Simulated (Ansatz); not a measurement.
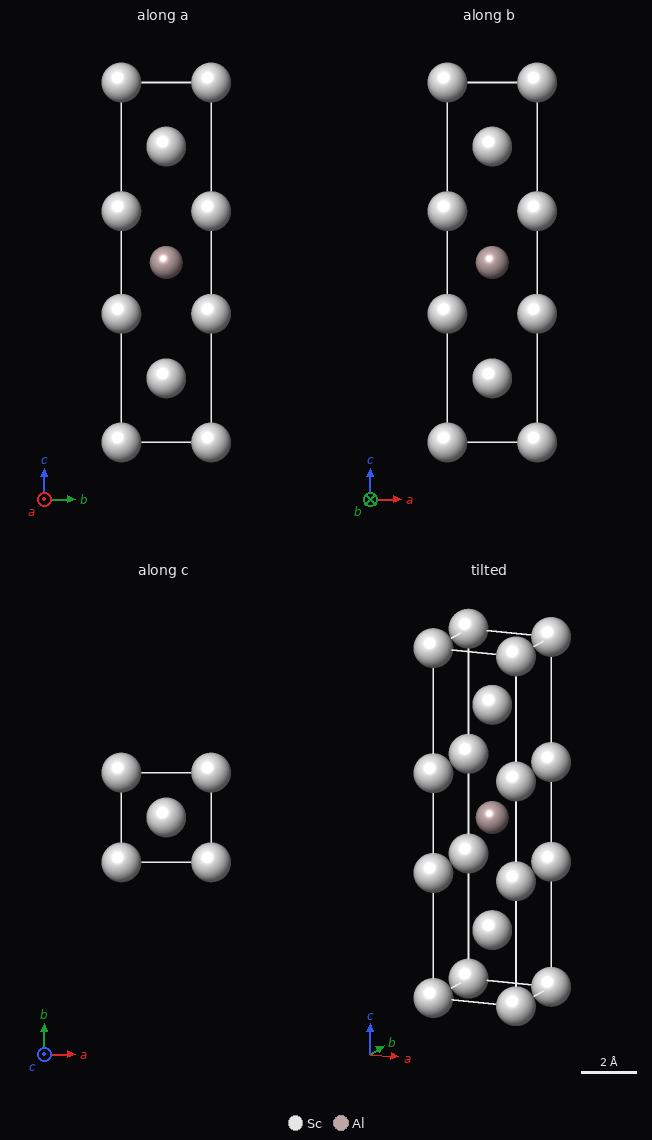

The image is a spheres-only drawing of a crystal, viewed along the a axis, along the b axis, along the c axis and slightly off an axis. The conventional unit cell is drawn as a box.

Lattice parameters: a = 3.2846 Å, b = 3.2846 Å, c = 13.1706 Å, α = 90.000°, β = 90.000°, γ = 90.000°.

Transcribe the picture into a CIF with its space group and independent sites, with free fractional coordinates to two decimals.

Answer.
```cif
data_structure
_symmetry_space_group_name_H-M 'P 4/m m m'
_symmetry_Int_Tables_number 123
_cell_length_a 3.2846
_cell_length_b 3.2846
_cell_length_c 13.1706
_cell_angle_alpha 90.000
_cell_angle_beta 90.000
_cell_angle_gamma 90.000
_cell_volume 142.10
loop_
_atom_site_label
_atom_site_type_symbol
_atom_site_symmetry_multiplicity
_atom_site_Wyckoff_symbol
_atom_site_fract_x
_atom_site_fract_y
_atom_site_fract_z
_atom_site_occupancy
Sc1 Sc 2 g 0.00 0.00 0.64 1
Sc2 Sc 2 h 0.50 0.50 0.82 1
Sc3 Sc 1 a 0.00 0.00 0.00 1
Al1 Al 1 d 0.50 0.50 0.50 1
```

The starting point was a structure type filled with these elements by a generator (whether the compound takes this form wasn't checked). It was relaxed at fixed volume with DFT PBE, scalar-relativistic, plane waves, PAW (Ansatz).
